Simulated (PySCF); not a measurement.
F2O2W (W(O)2(F)2)

| atom | x (Å) | y (Å) | z (Å) |
| --- | --- | --- | --- |
| W | 0.0000 | 0.0000 | -0.0249 |
| O | 0.9611 | 0.9611 | 1.0033 |
| O | -0.9611 | -0.9611 | 1.0033 |
| F | 1.1118 | -1.1118 | -1.0215 |
| F | -1.1118 | 1.1118 | -1.0215 |

Core potentials replace the inner electrons of W.

Level of theory: RKS r2SCAN, W def2-SVP with ECP60, O def2-SVP, F def2-SVP; non-relativistic Hamiltonian with scalar-relativistic core potentials where named; density fitting in PySCF.

Q: What will maps of the electron density and electron localisation function show?

A: W–F (1.86 Å): ρ at the midpoint is about 1.1 e/Å³; the ELF peaks at about 0.80 in the valence shell of F, 0.5 Å from its nucleus, and drops to about 0.20 between the two atoms.

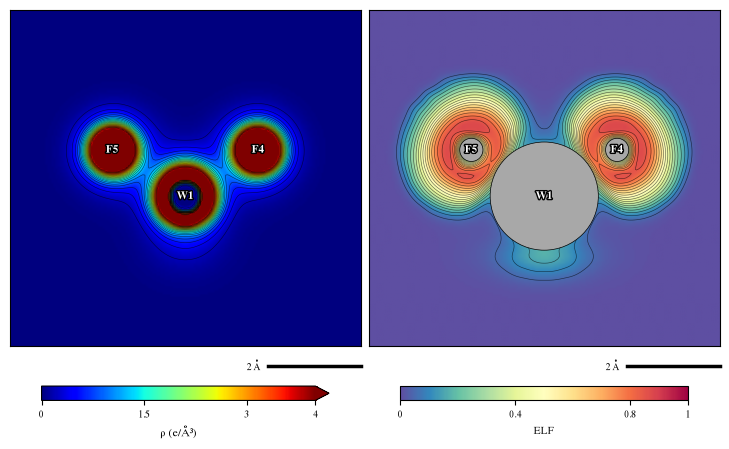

Computed electron density and electron localisation function on the plane of atoms F4, W1 and F5, in this order. Grey discs cover the atomic cores in the ELF map. 
